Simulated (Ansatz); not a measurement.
# BF5Si: what the fields show

| atom | x (Å) | y (Å) | z (Å) |
| --- | --- | --- | --- |
| F | 1.4693 | -1.4610 | 0.7761 |
| B | 0.2422 | -1.0676 | 0.5283 |
| F | -0.7421 | -1.8623 | 0.8801 |
| Si | -0.1418 | 0.7094 | -0.3696 |
| F | -0.9238 | 0.4947 | -1.7220 |
| F | -1.0270 | 1.6256 | 0.5597 |
| F | 1.1845 | 1.4932 | -0.6982 |

Geometry: PBE0-D4/def2-TZVP.

The calculation used Ansatz 0.2.0, RKS PBE0-D4/def2-TZVPP.

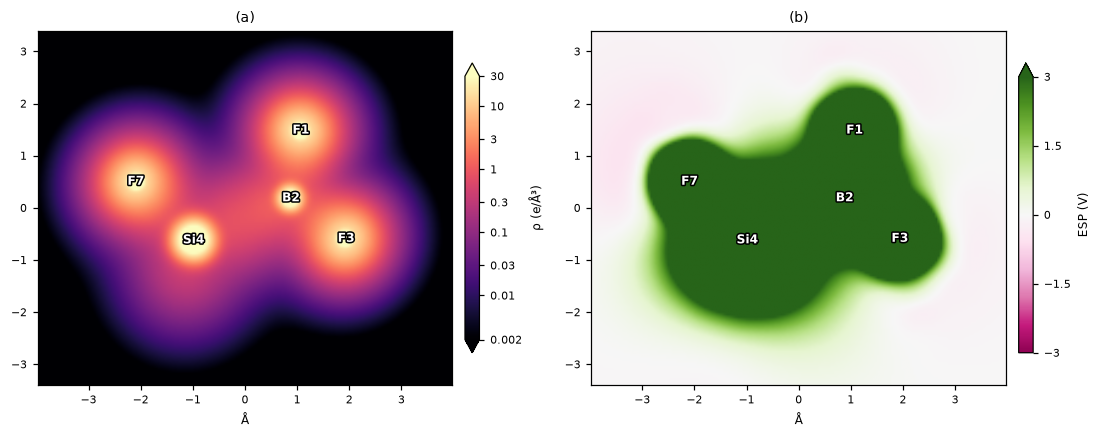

Figure 1. (a) total electron density; (b) molecular electrostatic potential on the plane of atoms B2, Si4 and F7.

Question: What does the map show?

Answer:
- Atoms in the plane: F, B and Si.
- B–F (1.31 Å): ρ at the midpoint is about 2.3 e/Å³.
- Si–F (1.58 Å): ρ is about 1.2 e/Å³ halfway.
- Si–B (2.03 Å): ρ is about 0.86 e/Å³ halfway.
- Outside the dense part of the molecule the potential is most negative (−0.5 V) near F7.

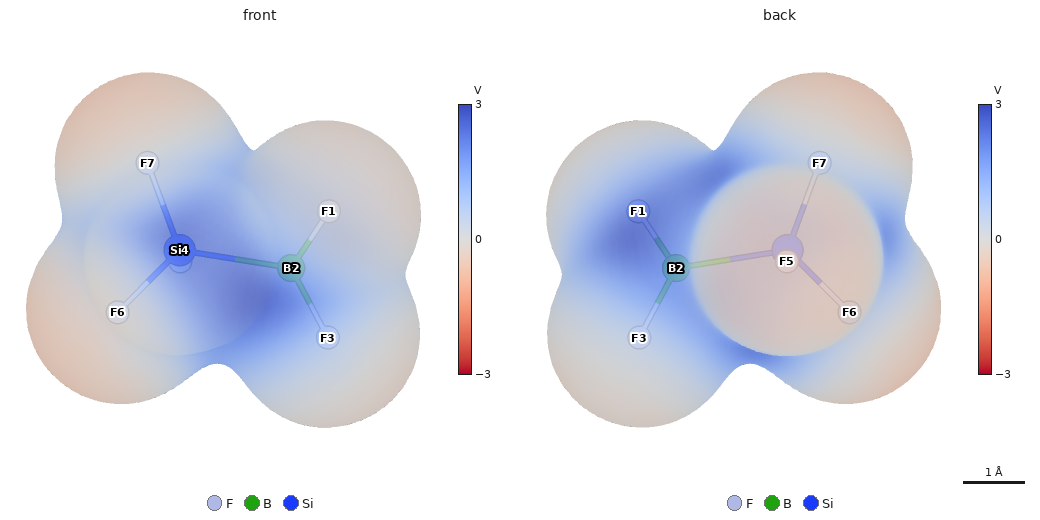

Figure 2. The molecular electrostatic potential painted on the density surface at 0.002 e/bohr³, seen from the front and from behind; the colour scale runs from red (negative) to blue (positive).

Question: Which sites attract a positive test charge, and which a negative one?

Answer: A positive charge is drawn to the negative regions and a negative charge to the positive ones. The most negative region (about −0.5 V) lies over F5, F6 and F7, the most positive (about +2.6 V) over B2.

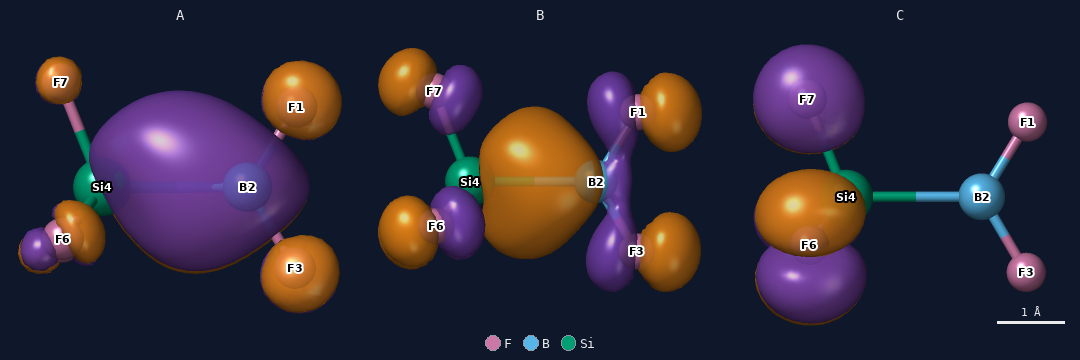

Figure 3. Three frontier orbitals at ±0.1 Å⁻³ᐟ² (orange and purple are the two phases), in no order.

Question: Which picture is the HOMO−1, the HOMO and the LUMO?

Answer: C is the HOMO−1 (−12.44 eV). By Hirshfeld shares it lies mainly on F7 (about 35 %), F5 (about 30 %) and F6 (about 30 %); largely a combination of lone pairs on F7, F5 and F6. B is the HOMO (−10.22 eV). It lies mainly on B2 (about 30 %), Si4 (about 25 %), F3 (about 10 %), F1 (about 10 %), F5 (about 5 %) and F6 (about 5 %). A is the LUMO (−1.90 eV). By Hirshfeld shares it lies mainly on B2 (about 50 %), Si4 (about 25 %), F1 (about 10 %) and F3 (about 10 %).

Question: What is the HOMO–LUMO gap?

Answer: 8.32 eV between the orbital energies.
